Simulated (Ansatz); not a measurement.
Phonons of a relaxed structure of ZrO2 by density-functional perturbation theory (low response-accuracy setting, no LO–TO term) at Γ and zone-boundary points with q components 0 or ½ of the primitive reciprocal vectors. Calculation: PBE (plane waves to 420 eV, PAW, scalar-relativistic; Ansatz, a program for electronic structure). Γ-centred k-mesh 8×8×6, Fermi–Dirac smearing 0.05 eV.

```yaml
crystal:
  lattice:
    - [3.62083, 0.00000, 0.00000]
    - [0.00000, 3.62083, 0.00000]
    - [0.00000, 0.00000, 5.28412]
  atoms:
    - { symbol: Zr, position: [0.00000, 0.00000, 0.00000] }
    - { symbol: Zr, position: [0.50000, 0.50000, 0.50000] }
    - { symbol: O, position: [0.00000, 0.50000, 0.19251] }
    - { symbol: O, position: [0.50000, 0.00000, 0.80749] }
    - { symbol: O, position: [0.00000, 0.50000, 0.69251] }
    - { symbol: O, position: [0.50000, 0.00000, 0.30749] }
```

Space group P4₂/nmc (No. 137).

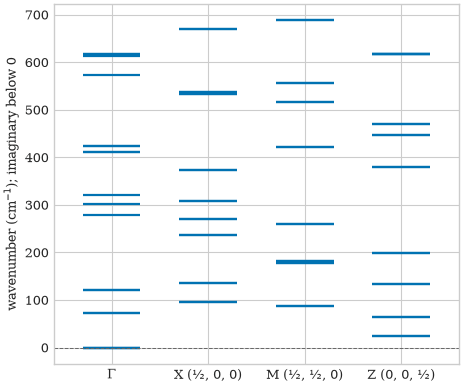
Phonon wavenumbers at the sampled wavevectors

Question: Is the structure stable at these points, and where is the highest mode?

Answer: No instability shows at these points (nothing beyond 15i cm⁻¹, the threshold used here). Other wavevectors were not sampled, so this does not prove stability. The highest mode lies near 690 cm⁻¹.

| q | wavenumbers (cm⁻¹; i marks imaginary) |
|---|---|
| Γ | 0 (×3), 73 (×2), 122 (×2), 279, 301, 320, 411 (×2), 424 (×2), 572, 614, 618 (×2) |
| X (½, 0, 0) | 96 (×2), 135 (×2), 237 (×2), 271 (×2), 308 (×2), 374 (×2), 534 (×2), 537 (×2), 671 (×2) |
| M (½, ½, 0) | 87 (×2), 178 (×2), 180 (×2), 182 (×2), 261 (×2), 421 (×2), 516 (×2), 556 (×2), 689 (×2) |
| Z (0, 0, ½) | 24 (×2), 64 (×2), 134 (×2), 199 (×2), 380 (×2), 447 (×2), 470 (×2), 618 (×2), 618 (×2) |

No spin polarisation in the result.

The first start was generated by placing the elements on the sites of a structure type. A measured structure of ZrO2 has the same space group, P4₂/nmc (No. 137); the sites were not compared with it.
